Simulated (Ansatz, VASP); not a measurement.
# Hf16N16Cl3 (Cl on HfN(001)) in two plane-wave programs, part 2 of 2

One calculation is typed for both programs; each brings its own data sets and cutoff. How far apart do they land?  The structure shown is the end of the VASP relaxation below.

VASP 6.6.1 and Ansatz 0.2.0.

So far: Starting point; VASP: relaxation, PBEsol.

### 3. Ansatz: single point, PBEsol

Level of this step: Ansatz beside VASP: Kohn-Sham DFT, plane waves, PBEsol (Ansatz).

Ansatz runs on its default PAW (the set named soft_2) files.

The same cell, functional, mesh and smearing now go to Ansatz, which takes its cutoff from its data sets.

Input file input.yaml:

```yaml
crystal:
  lattice:
    - [6.37810317, 0.0, 0.0]
    - [0.0, 6.37810317, 0.0]
    - [0.0, 0.0, 25.015]
  atoms:
    - { symbol: Hf, position: [0.0, 0.0, 0.31980812] }
    - { symbol: Hf, position: [0.0, 0.5, 0.31980812] }
    - { symbol: Hf, position: [0.5, 0.0, 0.31980812] }
    - { symbol: Hf, position: [0.5, 0.5, 0.31980812] }
    - { symbol: Hf, position: [0.25, 0.25, 0.40995403] }
    - { symbol: Hf, position: [0.25, 0.75, 0.40995403] }
    - { symbol: Hf, position: [0.75, 0.25, 0.40995403] }
    - { symbol: Hf, position: [0.75, 0.75, 0.40995403] }
    - { symbol: Hf, position: [0.00319013, 0.99680987, 0.49894053] }
    - { symbol: Hf, position: [0.00319013, 0.50319013, 0.49894053] }
    - { symbol: Hf, position: [0.49680987, 0.99680987, 0.49894053] }
    - { symbol: Hf, position: [0.49680987, 0.50319013, 0.49894053] }
    - { symbol: Hf, position: [0.25, 0.25, 0.59707115] }
    - { symbol: Hf, position: [0.25, 0.75, 0.59727709] }
    - { symbol: Hf, position: [0.75, 0.25, 0.58748313] }
    - { symbol: Hf, position: [0.75, 0.75, 0.59707115] }
    - { symbol: "N", position: [0.25, 0.25, 0.31980812] }
    - { symbol: "N", position: [0.25, 0.75, 0.31980812] }
    - { symbol: "N", position: [0.75, 0.25, 0.31980812] }
    - { symbol: "N", position: [0.75, 0.75, 0.31980812] }
    - { symbol: "N", position: [0.0, 0.0, 0.40995403] }
    - { symbol: "N", position: [0.0, 0.5, 0.40995403] }
    - { symbol: "N", position: [0.5, 0.0, 0.40995403] }
    - { symbol: "N", position: [0.5, 0.5, 0.40995403] }
    - { symbol: "N", position: [0.25, 0.25, 0.50307316] }
    - { symbol: "N", position: [0.25, 0.75, 0.50297587] }
    - { symbol: "N", position: [0.75, 0.25, 0.5037798] }
    - { symbol: "N", position: [0.75, 0.75, 0.50307316] }
    - { symbol: "N", position: [0.9983676, 0.0016324, 0.58716592] }
    - { symbol: "N", position: [0.9983676, 0.4983676, 0.58716592] }
    - { symbol: "N", position: [0.5016324, 0.0016324, 0.58716592] }
    - { symbol: "N", position: [0.5016324, 0.4983676, 0.58716592] }
    - { symbol: Cl, position: [0.25, 0.25, 0.6899106] }
    - { symbol: Cl, position: [0.25, 0.75, 0.68922709] }
    - { symbol: Cl, position: [0.75, 0.75, 0.6899106] }
hamiltonian:
  xc: pbesol
  pseudopotentials: { kind: paw }
kpoints:
  mp_grid: { grid: [4, 4, 1] }
scf:
  occupations: { method: methfessel_paxton, width: 0.1 }
  n_extra_bands: 12
efield:
  axis: 3
  dipole_correction: true
  ramp_width: 0.04
output:
  forces: true
  eigenvalues: true
  write_density: true
  write_potential: true
  elf: true
  volumetric_format: npy
```

The run is started by

```bash
$ ansatz run input.yaml --threads 8 --pin off --max-ram 18432MiB --backend cpu --events-out ev --progress --plain --runs-dir out
```

Numbers of over 12 decimals in the logs are rounded to 6 here.

Log:

```text
scf.n_extra_bands = 12 over 259 filled bands (N_el = 517.0): the run solves 271 bands
Engine: ansatz 0.2.0, aarch64-unknown-linux-gnu
Pseudopotentials: kind: paw
Pseudopotential: Hf, paw, valence charge 26, recommended cutoff 420 eV (normal), Hf.paw.azcp
Pseudopotential: N, paw, valence charge 5, recommended cutoff 420 eV (normal), N.paw.azcp
Pseudopotential: Cl, paw, valence charge 7, recommended cutoff 420 eV (normal), Cl.paw.azcp
Functional definition: PBEsol
  exchange = pbesol_x
  correlation = pbesol_c
Crystal: 35 atoms, lattice volume = 1017.615 Å³
Basis set: ecut = 420 eV, 19871 PW (Γ), exchange–correlation on 90×90×360 points (8 copies of the dense FFT grid, shifted against one another)
Bands: 271, of which v1, the nominal top of the filled ones, is band 259 counted from 1 (258 counted from 0)
Symmetry: 8 space group operations
Space group: P4mm (ITA 99), of the structure as read, at distance tolerance 1.0e-4 Å
k-points: 6 of 16
Non-local potential: Hf, projectors of the file, l = 0: 3, l = 1: 2, l = 2: 2, l = 3: 3
Non-local potential: N, projectors of the file, l = 0: 2, l = 1: 2, l = 2: 1
Non-local potential: Cl, projectors of the file, l = 0: 2, l = 1: 2, l = 2: 2
PAW form: soft (Blöchl's): semilocal exchange-correlation on the pseudo side does not see the compensation charge
PAW frozen core: Hf, regenerated for the run's functional, and the local potential with it (the file was generated under x = pbe(κ = 0.804, μ = 0.219515), c = pbe(β = 0.066725))
PAW frozen core: N, regenerated for the run's functional, and the local potential with it (the file was generated under x = pbe(κ = 0.804, μ = 0.219515), c = pbe(β = 0.066725))
PAW frozen core: Cl, regenerated for the run's functional, and the local potential with it (the file was generated under x = pbe(κ = 0.804, μ = 0.219515), c = pbe(β = 0.066725))
PAW one-centre angular grid: Hf, 590 points (default); XC on 64 Gauss nodes
PAW one-centre angular grid: N, 110 points (default); XC on 64 Gauss nodes
PAW one-centre angular grid: Cl, 110 points (default); XC on 64 Gauss nodes
Initial density: superposition of atomic densities (neutral atoms: chi_scale 0, normalization atom), corrected by the library's trained network
Initial wavefunctions: pseudopotential atomic-orbital guess
Functional: x = pbesol(κ = 0.804, μ = 0.123457), c = pbesol(β = 0.046)
SCF iter   1: F=—  HF=-258864.665835 eV  |F-HF|=—  |Δ(HF+E_count)|=         —  Δρ=7.31e-3  dr2=6.87e-1  ethr=1.77e-3  p=-0.577 e·Å  D=-1.03e-1 V/Å  ΔV_dip=2.57 eV  dr2_dipole=1.82e-2  V_vac-E_F(+/−)=5.49/2.93 eV  ⟨swp⟩=6.7  Hψ=6661  notcnv=0
efield: sawtooth ramp at fractional position 0.9849 (placed from the atoms, in the widest stretch of the axis that holds none; the zero of the levels goes with the place), width 0.0400; the density the first Hamiltonian is built on has a dipole p = -0.577 e·Å; the dipole correction subtracts the counter field D = -1.03e-1 V/Å, which shifts the + side's vacuum level by +2.57 eV against the − side's; the planar-averaged density in the ramp window peaks in size at 4.7e-5 e/Å³
preconditioner: auto → LDOS  [insulator: Δε(μ)=0.072 eV  Ē_g=15.392 eV  σ=0.100 eV  W_gap=0.57  n_scr=262 (ndim 8)  ℏωp=25.6 eV  f_vac=0.540  D(μ)=15.09/eV (n_scr^D=84)  ε∞_Penn≈3.8  β→1.0]
SCF iter   2: F=—  HF=-258864.595800 eV  |F-HF|=—  |Δ(HF+E_count)|=   7.00e-2  S|Δr|=    0.00e0  Δρ=4.06e-3  dr2=1.63e-1  ethr=1.33e-4  p=-0.596 e·Å  D=-1.06e-1 V/Å  ΔV_dip=2.65 eV  dr2_dipole=8.56e-3  V_vac-E_F(+/−)=5.64/2.99 eV  ⟨swp⟩=2.2  Hψ=3636  notcnv=0  defer=27
SCF iter   3: F=—  HF=-258864.560345 eV  |F-HF|=—  |Δ(HF+E_count)|=   3.55e-2  S|Δr|=    0.00e0  Δρ=9.82e-4  dr2=1.61e-2  ethr=3.16e-5  p=-0.589 e·Å  D=-1.05e-1 V/Å  ΔV_dip=2.62 eV  dr2_dipole=1.96e-3  V_vac-E_F(+/−)=5.62/3.00 eV  ⟨swp⟩=3.0  Hψ=4230  notcnv=0  defer=27
SCF iter   4: F=—  HF=-258864.556825 eV  |F-HF|=—  |Δ(HF+E_count)|=   3.52e-3  S|Δr|=    0.00e0  Δρ=4.17e-4  dr2=5.22e-3  ethr=3.11e-6  p=-0.577 e·Å  D=-1.03e-1 V/Å  ΔV_dip=2.56 eV  dr2_dipole=3.38e-4  V_vac-E_F(+/−)=5.57/3.01 eV  ⟨swp⟩=2.0  Hψ=3052  notcnv=0  defer=27
SCF iter   5: F=—  HF=-258864.556032 eV  |F-HF|=—  |Δ(HF+E_count)|=   7.93e-4  S|Δr|=    0.00e0  Δρ=1.21e-4  dr2=6.90e-4  ethr=1.01e-6  p=-0.583 e·Å  D=-1.04e-1 V/Å  ΔV_dip=2.59 eV  dr2_dipole=3.31e-4  V_vac-E_F(+/−)=5.60/3.01 eV  ⟨swp⟩=3.0  Hψ=2768  notcnv=0  defer=27
SCF iter   6: F=—  HF=-258864.556011 eV  |F-HF|=—  |Δ(HF+E_count)|=   2.03e-5  S|Δr|=    0.00e0  Δρ=6.08e-5  dr2=1.64e-4  ethr=1.33e-7  p=-0.580 e·Å  D=-1.03e-1 V/Å  ΔV_dip=2.58 eV  dr2_dipole=1.24e-5  V_vac-E_F(+/−)=5.59/3.01 eV  ⟨swp⟩=3.0  Hψ=2896  notcnv=0  defer=27
SCF iter   7: F=—  HF=-258864.555997 eV  |F-HF|=—  |Δ(HF+E_count)|=   1.49e-5  S|Δr|=    0.00e0  Δρ=2.59e-5  dr2=1.62e-5  ethr=3.17e-8  p=-0.580 e·Å  D=-1.03e-1 V/Å  ΔV_dip=2.58 eV  dr2_dipole=4.42e-6  V_vac-E_F(+/−)=5.60/3.02 eV  ⟨swp⟩=2.3  Hψ=2154  notcnv=0  defer=27
SCF iter   8: F=—  HF=-258864.555401 eV  |F-HF|=—  |Δ(HF+E_count)|=   5.96e-4  S|Δr|=    0.00e0  Δρ=1.22e-5  dr2=2.66e-6  ethr=3.13e-9  p=-0.580 e·Å  D=-1.03e-1 V/Å  ΔV_dip=2.58 eV  dr2_dipole=9.07e-8  V_vac-E_F(+/−)=5.60/3.02 eV  ⟨swp⟩=2.5  Hψ=3166  notcnv=0  defer=27
SCF iter   9: F=—  HF=-258864.555402 eV  |F-HF|=—  |Δ(HF+E_count)|=   8.11e-7  S|Δr|=    0.00e0  Δρ=4.93e-6  dr2=4.81e-7  ethr=5.14e-10  p=-0.580 e·Å  D=-1.03e-1 V/Å  ΔV_dip=2.58 eV  dr2_dipole=6.94e-8  V_vac-E_F(+/−)=5.60/3.02 eV  ⟨swp⟩=2.8  Hψ=3153  notcnv=0  defer=27
SCF iter  10: F=-258864.555402 eV  HF=-258864.555402 eV  |F-HF|=4.49e-8  |Δ(HF+E_count)|=   1.33e-7  S|Δr|=    0.00e0  Δρ=2.39e-6  dr2=8.89e-8  ethr=1.93e-11  p=-0.580 e·Å  D=-1.03e-1 V/Å  ΔV_dip=2.58 eV  dr2_dipole=6.97e-9  V_vac-E_F(+/−)=5.60/3.02 eV  ⟨swp⟩=20.5  Hψ=19070  notcnv=0
SCF 1 converged in 10 iterations: F = -258864.555402 eV  dr2 = 8.89e-8
  greatest PAW one-centre occupation: 0.998 electrons in one spin orbital (limit 2), on the Hf atom at site 12 (counted from 0), in its partial waves of l = 3
WARN: The output density's exchange-correlation potential varies sharply where the density is thin. Do not read a vacuum level from v_tot or v_xc, or from such a field of the output density. On a cell that repeats whose density bears no net charge and no dipole along the vacuum's axis use v_es (v_loc + v_h of the components); under efield.dipole_correction with no amplitude use v_es + v_field, which holds any externa [...]
SCF converged after 10 iterations
Stability not checked: this state was not tested for a lower state beside it, because cold or Methfessel-Paxton smearing, or corrected tetrahedra, fill the levels in a way that the test cannot read (fill_not_monotonic; see scf.lower_state_search)
Free energy (F): -258864.555402 eV
Harris-Foulkes:  -258864.555402 eV  (|F-HF|=4.49e-8)
Internal energy: -258864.555220 eV  (E = F + TS)
E sigma→0 (E₀):  -258864.555356 eV
Entropy (-TS):   -0.000181 eV (-0.005 meV/atom)
Fermi energy:    6.449502 eV
Dipole field:    D = -0.103170 V/Å  (p = -0.580194 e·Å, saw-weighted, corrected)
Work function:   Φ+ = 5.5963 eV   Φ− = 3.0155 eV
Levels:          The Fermi level and band energies are counted from a zero that moves with the ramp; work functions are not
--- Per-component energies (eV) ---
  E_band       = -5723.347505
  E_kinetic    = 9340.422263
  E_local      = -1025139.397269  (includes V_loc(G=0)·N_el)
  E_nonlocal   = -18997.277911
  E_hartree    = 506265.844000
  E_xc         = -6039.016590
  E_vxc        = -5845.216141  (∫ρ·V_xc dr)
  E_paw        = -112790.978266  (= ΣΔE_a)
  E_vpaw       = 22439.191359  (= ΣTr[D̂ρ^β])
  E_aug_tail   = 0.001746  (compensation charges beyond the density's cutoff)
  E_efield     = 0.029929  (sawtooth field / dipole correction)
  E_vefield    = -52.818752  (∫n·V_field dr)
  E_ewald      = 388475.114534
  E_core_change = 20.702343  (= ΣΔE_core)
  E_smearing   = -0.000181  (= −TS)
  E_closure    = -0.000000  (closes the sum)
  Σ components = -258864.555402   (vs F -258864.555402, Δ=0.00e0)
--- Forces (eV/Å), atoms counted from 1 ---
  atom   1  Hf     0.08336719    -0.08336719     1.77746543
  atom   2  Hf     0.08336719     0.08336719     1.77746543
  atom   3  Hf    -0.08336719    -0.08336719     1.77746543
  atom   4  Hf    -0.08336719     0.08336719     1.77746543
  atom   5  Hf     0.00000000     0.00000000     0.13890878
  atom   6  Hf     0.00000000     0.00000000     0.21902521
  atom   7  Hf    -0.00000000     0.00000000     0.59437007
  atom   8  Hf     0.00000000     0.00000000     0.13890878
  atom   9  Hf     0.00774744    -0.00774744    -0.00711441
  atom  10  Hf     0.00774744     0.00774744    -0.00711441
  atom  11  Hf    -0.00774744    -0.00774744    -0.00711441
  atom  12  Hf    -0.00774744     0.00774744    -0.00711441
  atom  13  Hf    -0.00000000     0.00000000    -0.02678337
  atom  14  Hf     0.00000000     0.00000000    -0.00534236
  atom  15  Hf    -0.00000000     0.00000000    -0.06841147
  atom  16  Hf     0.00000000     0.00000000    -0.02678337
  atom  17  N      0.00000000     0.00000000    -0.94509501
  atom  18  N     -0.00000000     0.00000000    -0.87958280
  atom  19  N     -0.00000000     0.00000000    -0.69292343
  atom  20  N      0.00000000     0.00000000    -0.94509501
  atom  21  N     -0.05855798     0.05855798    -1.13232263
  atom  22  N     -0.05855798    -0.05855798    -1.13232263
  atom  23  N      0.05855798     0.05855798    -1.13232263
  atom  24  N      0.05855798    -0.05855798    -1.13232263
[...]
atom  28  N      0.00000000     0.00000000    -0.00447923
  atom  29  N     -0.01536022     0.01536022    -0.00892671
  atom  30  N     -0.01536022    -0.01536022    -0.00892671
  atom  31  N      0.01536022     0.01536022    -0.00892671
  atom  32  N      0.01536022    -0.01536022    -0.00892671
  atom  33  Cl    -0.00000000     0.00000000     0.00364646
  atom  34  Cl    -0.00000000     0.00000000    -0.01375948
  atom  35  Cl     0.00000000     0.00000000     0.00364646
  max |Σ_I F_I| component: 3.69e-4 eV/Å
--- Band table (eV; the first three rows and the last of 6) ---
  k-point 0: bands = [... 255 lower, 4.7960, 4.7960, 5.6456, 6.3365, 6.4875, 6.4875, 7.0038, 7.0038, ... 8 higher]
  k-point 1: bands = [... 255 lower, 4.8418, 5.5778, 6.3264, 6.3550, 6.6142, 6.6814, 6.6977, 6.9596, ... 8 higher]
  k-point 2: bands = [... 255 lower, 5.6508, 5.7323, 5.8373, 6.3374, 6.3979, 6.6158, 6.6217, 7.0256, ... 8 higher]
  k-point 5: bands = [... 255 lower, 5.2791, 7.0664, 7.0664, 7.1799, 7.2843, 7.2896, 7.2896, 7.2967, ... 8 higher]
```

Elapsed: 94 s, on 8 threads of Arm Neoverse N1, shared host; peak memory 6.2 GiB.

Reading the cycles: dr2 is the Hartree energy of the density residual (eV), the measure of convergence; HF is the Harris–Foulkes estimate of the energy, which meets the free energy F at convergence.

### 4. Differences

Known differences besides the PAW data sets themselves: the data sets hold 517 valence electrons in Ansatz (default PAW (the set named soft_2) files) and 293 in VASP; the cutoff is 420 eV in Ansatz and 400 eV in VASP (PREC = Normal, projectors in real space); Ansatz makes its cores anew for this functional, VASP keeps those of its PBE data sets. Total energies have different zeros and are not compared.

Forces on 10 of the 35 atoms, picked by the larger force of the two programs (eV/Å; atoms numbered as in POSCAR):

```csv
atom,"Ansatz x, y, z","VASP x, y, z"
Hf1,"0.083, -0.083, 1.777","0.083, -0.083, 1.760"
Hf2,"0.083, 0.083, 1.777","0.083, 0.083, 1.760"
Hf3,"-0.083, -0.083, 1.777","-0.083, -0.083, 1.760"
Hf4,"-0.083, 0.083, 1.777","-0.083, 0.083, 1.760"
N17,"0.000, 0.000, -0.945","0.000, 0.000, -0.979"
N20,"0.000, 0.000, -0.945","0.000, 0.000, -0.979"
N21,"-0.059, 0.059, -1.132","-0.059, 0.059, -1.145"
N22,"-0.059, -0.059, -1.132","-0.059, -0.059, -1.145"
N23,"0.059, 0.059, -1.132","0.059, 0.059, -1.145"
N24,"0.059, -0.059, -1.132","0.059, -0.059, -1.145"
```

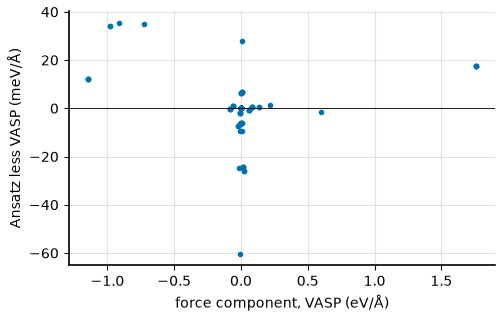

Difference of the force components against their size.

The forces differ by 13 meV/Å r.m.s., which is 2.8 % of the r.m.s. force of 0.45 eV/Å (both taken over all components, held atoms included).

### 5. Outcome

```json
{
 "r.m.s. force difference (single point, PBEsol)": "2.8 % of the r.m.s. force"
}
```

In words: The r.m.s. force difference is 2.8 % of the r.m.s. force (single point, PBEsol), within the 3 % picked in this series as the mark of a large difference. Differences of this kind measure data sets and numerical settings, not the functional's error against experiment.

[Lines on the potential files, build, host, timing and source positions are cut from VASP's logs without a mark.]

[Logs are printed without paths, hosts, clocks, repeated set-up lines and the standing remarks that a program may print on its own settings, such as how far it seeks lower states.]

[Hosts, paths, dates, database ids (printed as entryN), source tags and the programs' standing remarks are cut or masked in the printed files.]
